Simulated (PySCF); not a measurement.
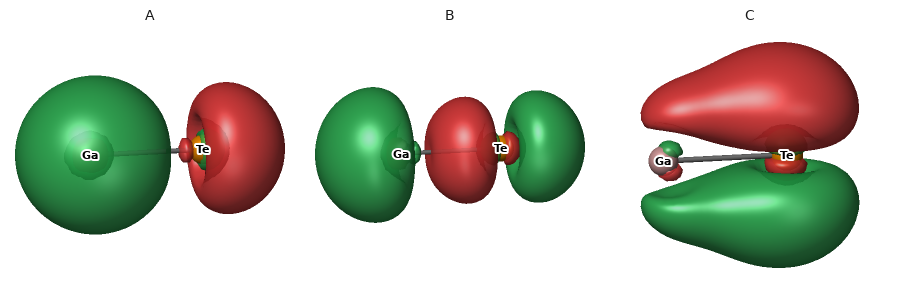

The picture shows: GaTe (doublet). Three frontier β-spin orbitals, each drawn at the value that holds 80 % of its norm (green and red are the two phases), in no order; of a degenerate pair one member is drawn.

Core potentials replace the inner electrons of Te.

Level of theory: PySCF 2.14.0, PBE0/def2-SVP, non-relativistic Hamiltonian with scalar-relativistic core potentials where named, at a bond length of 2.412 Å.

### Label each orbital by symmetry, say whether it is occupied, and order them by energy.

Orbital A: σ, occupied in this spin, −10.11 eV; shared between the atoms (Ga 65 %, Te 35 %).
Orbital C: π, occupied in this spin, −6.36 eV; mainly on Te (80 %).
Orbital B: σ, empty in this spin, −4.37 eV; shared between the atoms (Ga 55 %, Te 45 %).
